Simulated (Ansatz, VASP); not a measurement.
# LaCo3CuNi in two plane-wave programs

One calculation is typed for both programs; each brings its own data sets and cutoff. How far apart do they land? The cell is invented: As first built, before any earlier steps moved the atoms: it takes the LaCuNi4 structure with some of its atoms replaced by other elements, volume scaled by an estimate. It may not be a known or stable phase. The cell comes out of earlier VASP steps on this material, which relaxed, scaled or displaced it; both programs get it as it stands.

Method: plane waves, with VASP 6.6.1 beside it; relaxation of cell and atoms at PBE, in Ansatz 0.2.0.

### 1. Starting point

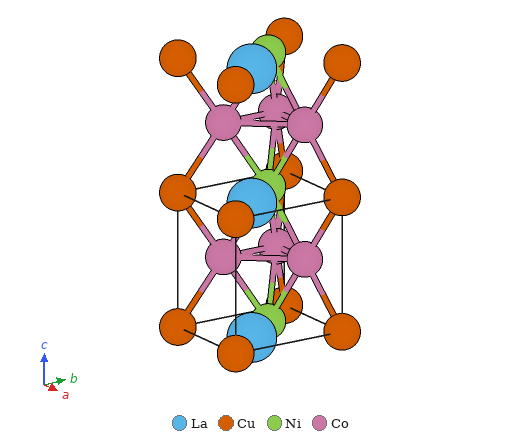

The cell as given, slightly off an axis (lanthanum blue, copper orange, nickel green, cobalt pink). 1×1×2 cells are drawn. Some periodic images of atoms are drawn too.

### 2. VASP: relaxation of cell and atoms, PBE

The relaxed volume is the usual yardstick between codes: its relative difference is about their pressure difference at one cell divided by the bulk modulus.

Lines of VASP's logs that name or quote its potential files are left out, and so is its time.

Contents of INCAR:

```
SYSTEM = LaCo3CuNi
PREC = Accurate
ENCUT = 400
EDIFF = 1E-06
NELM = 100
ISMEAR = -1
SIGMA = 0.05
LREAL = .FALSE.
ALGO = Normal
GGA = PE
ISPIN = 2
MAGMOM = 0 0.6 1 2 2 2
LMAXMIX = 6
LORBIT = 11
LWAVE = .FALSE.
LCHARG = .FALSE.
KPAR = 2
IBRION = 2
NSW = 60
ISIF = 3
EDIFFG = -0.01
```

Contents of POSCAR:

```
LaCo3CuNi
1.0
    4.9842140932     -0.0000000023      0.0000000000
   -2.4921065505      4.3164554147      0.0000000000
    0.0000000000      0.0000000000      4.0789452858
La Cu Ni Co
1 1 1 3
Direct
    0.6666666700      0.3333333300      0.0000000000
    0.0000000000      0.0000000000      0.0000000000
    0.3333333300      0.6666666700      0.0000000000
    0.6636453550      0.8318226725      0.5000000000
    0.1681773275      0.8318226725      0.5000000000
    0.1681773275      0.3363546450      0.5000000000
```

Contents of KPOINTS:

```
Automatic mesh
0
Gamma
5 5 5
0 0 0
```

PAW data sets: La, Cu, Ni and Co (PBE family, release 64).

On the command line:

```console
$ mpirun -np 2 vasp_std
```

Numbers of over 12 decimals in the logs are rounded to 6 here.

The program printed:

```text
[banner, memory and clock lines left out]
running    2 mpi-ranks, on    1 nodes
 distrk:  each k-point on    1 cores,    2 groups
 distr:  one band on    1 cores,    1 groups

 POSCAR found type information on POSCAR LaCuNiCo
 POSCAR found :  4 types and       6 ions
 LDA part: xc-table for (Slater+PW92), standard interpolation
 POSCAR, INCAR and KPOINTS ok, starting setup
 FFT: planning ... GRIDC
 FFT: planning ... GRID_SOFT
 FFT: planning ... GRID
 WAVECAR not read
 entering main loop
       N       E                     dE             d eps       ncg     rms          rms(c)
DAV:   1     0.434333016094E+03    0.43433E+03   -0.20062E+04  2412   0.196E+03
DAV:   2     0.239915051662E+02   -0.41034E+03   -0.38854E+03  2572   0.368E+02
DAV:   3    -0.345268114357E+02   -0.58518E+02   -0.53027E+02  2569   0.166E+02
DAV:   4    -0.446060557587E+02   -0.10079E+02   -0.94708E+01  4614   0.548E+01
DAV:   5    -0.452081631509E+02   -0.60211E+00   -0.58546E+00  3904   0.157E+01    0.318E+01
DAV:   6    -0.637402330087E+02   -0.18532E+02   -0.46037E+02  4296   0.301E+02    0.597E+01
DAV:   7    -0.425155846267E+02    0.21225E+02   -0.18768E+02  3507   0.202E+02    0.255E+01
DAV:   8    -0.366855378120E+02    0.58300E+01   -0.36689E+01  3536   0.850E+01    0.748E+00
DAV:   9    -0.362083036454E+02    0.47723E+00   -0.73675E+00  3444   0.302E+01    0.516E+00
DAV:  10    -0.359068422209E+02    0.30146E+00   -0.25822E+00  4089   0.250E+01    0.424E+00
DAV:  11    -0.357456967630E+02    0.16115E+00   -0.29915E+00  4158   0.219E+01    0.204E+00
DAV:  12    -0.357113517474E+02    0.34345E-01   -0.59078E-01  4171   0.807E+00    0.957E-01
DAV:  13    -0.357025694255E+02    0.87823E-02   -0.80704E-02  4272   0.281E+00    0.549E-01
DAV:  14    -0.357017752851E+02    0.79414E-03   -0.12916E-02  3513   0.205E+00    0.336E-01
DAV:  15    -0.357013683968E+02    0.40689E-03   -0.49786E-03  3640   0.119E+00    0.164E-01
DAV:  16    -0.357014940014E+02   -0.12560E-03   -0.16574E-03  4047   0.515E-01    0.112E-01
DAV:  17    -0.357015445249E+02   -0.50523E-04   -0.48360E-04  4185   0.305E-01    0.631E-02
DAV:  18    -0.357014958358E+02    0.48689E-04   -0.12863E-04  4151   0.179E-01    0.279E-02
DAV:  19    -0.357014903288E+02    0.55070E-05   -0.33208E-05  4369   0.449E-02    0.176E-02
DAV:  20    -0.357014875137E+02    0.28151E-05   -0.95878E-06  3655   0.265E-02    0.732E-03
DAV:  21    -0.357014869987E+02    0.51504E-06   -0.10340E-06  1873   0.160E-02
   1 F= -.35701487E+02 E0= -.35672526E+02  d E =-.357015E+02  mag=     3.8840
 curvature:   0.00 expect dE= 0.000E+00 dE for cont linesearch  0.000E+00
 trial: gam= 0.00000 g(F)=  0.248E-05 g(S)=  0.116E-04 ort = 0.000E+00 (trialstep = 0.100E+01)
 search vector abs. value=  0.141E-04
 reached required accuracy - stopping structural energy minimisation
```

OUTCAR, selected parts (step 2):

```text
ion  position               nearest neighbor table
   1  0.667  0.333  0.000-   3 2.88   2 2.88   2 2.88   3 2.88   3 2.88   2 2.88   4 3.22   4 3.22
                             4 3.22   4 3.22   5 3.22   5 3.22   5 3.22   5 3.22   6 3.22   6 3.22
   2  0.000  0.000  0.000-   6 2.50   6 2.50   5 2.50   5 2.50   4 2.50   4 2.50   3 2.88   1 2.88
                             3 2.88   1 2.88   1 2.88   3 2.88
   3  0.333  0.667  0.000-   5 2.49   5 2.49   6 2.49   6 2.49   4 2.49   4 2.49   1 2.88   2 2.88
                             2 2.88   1 2.88   1 2.88   2 2.88
   4  0.664  0.832  0.500-   6 2.47   5 2.47   3 2.49   3 2.49   2 2.50   2 2.50   6 2.51   5 2.51
                             1 3.22   1 3.22   1 3.22   1 3.22
   5  0.168  0.832  0.500-   6 2.47   4 2.47   3 2.49   3 2.49   2 2.50   2 2.50   6 2.51   4 2.51
                             1 3.22   1 3.22   1 3.22   1 3.22
   6  0.168  0.336  0.500-   5 2.47   4 2.47   3 2.49   3 2.49   2 2.50   2 2.50   5 2.51   4 2.51
                             1 3.22   1 3.22   1 3.22   1 3.22

  LATTYP: Found a hexagonal cell.
 ALAT       =     4.9842140932
 C/A-ratio  =     0.8183728085

 Subroutine GETGRP returns: Found 12 space group operations
 (whereof 12 operations were pure point group operations)

The static configuration has the point symmetry D_3h.

 Found     15 irreducible k-points:

   k-points           NKPTS =     15   k-points in BZ     NKDIM =     15   number of bands    NBANDS=     39

   dimension x,y,z NGX =    36 NGY =   36 NGZ =   28
   dimension x,y,z NGXF=    72 NGYF=   72 NGZF=   56

   ENCUT  =  400.0 eV  29.40 Ry    5.42 a.u.   8.13  8.13  6.65*2*pi/ulx,y,z

   NELECT =      59.0000    total number of electrons

 k-points in reciprocal lattice and weights: Automatic mesh
   0.00000000  0.00000000  0.00000000       0.008
   0.20000000  0.00000000  0.00000000       0.048
   0.40000000  0.00000000  0.00000000       0.048
   0.20000000  0.20000000  0.00000000       0.048
   0.40000000  0.20000000  0.00000000       0.048
   0.00000000  0.00000000  0.20000000       0.016
   0.20000000  0.00000000  0.20000000       0.096
   0.40000000  0.00000000  0.20000000       0.096
   0.20000000  0.20000000  0.20000000       0.096
[...]
0.20000000  0.20000000  0.40000000       0.096
   0.40000000  0.20000000  0.40000000       0.096

 average (electrostatic) potential at core
       1 -93.9006       2 -62.3837       3 -82.0578       4 -79.2184       5 -79.2184
       6 -79.2184

 E-fermi :   9.1295

 spin component 1
 k-point     1 :       0.0000    0.0000    0.0000
  band No.  band energies     occupation
    ...
     26       7.9776      1.00000
     27       7.9776      1.00000
     28       8.4416      1.00000
     29       8.4416      1.00000
     30       8.9263      0.98312
     31       9.2766      0.05019
     32      10.2749      0.00000
     33      10.2805      0.00000
     34      10.2805      0.00000
     35      11.0720      0.00000
    ...

 k-point     2 :       0.2000    0.0000    0.0000
  band No.  band energies     occupation
    ...
     27       7.9331      1.00000
     28       8.0193      1.00000
     29       8.4529      1.00000
     30       8.5273      0.99999
     31       8.5476      0.99999
     32      10.2968      0.00000
     33      10.4099      0.00000
     34      10.4862      0.00000
     35      11.4536      0.00000
     36      11.6570      0.00000
    ...

 k-point     3 :       0.4000    0.0000    0.0000
  band No.  band energies     occupation
    ...
     27       7.8194      1.00000
     28       7.9091      1.00000
     29       8.0351      1.00000
     30       8.0409      1.00000
     31       8.4681      1.00000
     32       9.4470      0.00174
     33      10.7443      0.00000
     34      10.8376      0.00000
     35      11.7177      0.00000
     36      11.9070      0.00000
    ...

 k-point     4 :       0.2000    0.2000    0.0000
  band No.  band energies     occupation
    ...
     27       7.8595      1.00000
     28       7.8995      1.00000
     29       8.0298      1.00000
     30       8.3300      1.00000
     31       8.4662      1.00000
     32       9.2799      0.04706
     33      10.6753      0.00000
     34      10.7721      0.00000
     35      11.7594      0.00000
     36      11.9428      0.00000
    ...

 k-point     5 :       0.4000    0.2000    0.0000
  band No.  band energies     occupation
    ...
     28       7.8848      1.00000
     29       8.0091      1.00000
     30       8.0751      1.00000
     31       8.4741      1.00000
     32       8.8156      0.99813
     33      10.7576      0.00000
     34      11.0849      0.00000
     35      11.8551      0.00000
     36      11.9558      0.00000
     37      11.9584      0.00000
    ...

 k-point     6 :       0.0000    0.0000    0.2000
  band No.  band energies     occupation
    ...
     27       8.0363      1.00000
     28       8.1809      1.00000
     29       8.1809      1.00000
     30       8.7063      0.99979
     31       8.9265      0.98306
     32       9.3918      0.00525
     33       9.9975      0.00000
     34       9.9975      0.00000
     35      10.8178      0.00000
     36      10.8178      0.00000
    ...

  Total        0.0268104      0.0268104      0.0028880      0.0000000      0.0000000      0.0000000
  in kB        0.4894873      0.4894871      0.0527280      0.0000001      0.0000000      0.0000000
  external PRESSURE =       0.3439008 kB  Pullay stress =       0.0000000 kB

  energy-cutoff  :      400.00
  volume of cell :       87.75
      direct lattice vectors                 reciprocal lattice vectors
     4.984214093 -0.000000002  0.000000000     0.200633436  0.115835762  0.000000000
    -2.492106550  4.316455415  0.000000000     0.000000000  0.231671569  0.000000000
     0.000000000  0.000000000  4.078945286     0.000000000  0.000000000  0.245161415

 POSITION                                       TOTAL-FORCE (eV/Angst)
 -----------------------------------------------------------------------------------
      2.49211      1.43882      0.00000        -0.000000      0.000000     -0.000000
      0.00000      0.00000      0.00000        -0.000000      0.000000     -0.000000
      0.00000      2.87764      0.00000        -0.000000     -0.000000     -0.000000
      1.23476      3.59053      2.03947         0.003585      0.002070     -0.000000
     -1.23476      3.59053      2.03947        -0.003585      0.002070     -0.000000
      0.00000      1.45186      2.03947        -0.000000     -0.004140      0.000000
 -----------------------------------------------------------------------------------
    total drift:                               -0.000020      0.000013      0.000000

  FREE ENERGIE OF THE ION-ELECTRON SYSTEM (eV)
  ---------------------------------------------------
  free  energy   TOTEN  =       -35.7014869987 eV

  energy  without entropy=      -35.6435659784  energy(sigma->0) =      -35.67252649

 reached required accuracy - stopping structural energy minimisation

 total charge
# of ion       s       p       d       f       tot
--------------------------------------------------
    1        2.043   5.625   0.826   0.182   8.675
    2        0.530   0.401   9.139   0.000  10.070
    3        0.536   0.424   8.357   0.000   9.317
    4        0.490   0.413   7.254   0.000   8.157
    5        0.490   0.413   7.254   0.000   8.157
    6        0.490   0.413   7.254   0.000   8.157
--------------------------------------------------
tot          4.579   7.690  40.084   0.182  52.534

 magnetization (x)
# of ion       s       p       d       f       tot
--------------------------------------------------
    1       -0.007  -0.017  -0.135  -0.027  -0.186
    2       -0.012  -0.040   0.043   0.000  -0.009
    3       -0.014  -0.046   0.334   0.000   0.273
    4       -0.004  -0.025   1.406   0.000   1.378
    5       -0.004  -0.025   1.406   0.000   1.378
    6       -0.004  -0.025   1.406   0.000   1.378
--------------------------------------------------
tot         -0.045  -0.177   4.461  -0.027   4.213

[... 6 further parts left out ...]
```

[end of part 1 of 2]

[Lines on the potential files, build, host, timing and source positions are cut from VASP's logs without a mark.]

[Logs are printed without paths, hosts, clocks, repeated set-up lines and the standing remarks that a program may print on its own settings, such as how far it seeks lower states.]

[Hosts, paths, dates, database ids (printed as entryN), source tags and the programs' standing remarks are cut or masked in the printed files.]
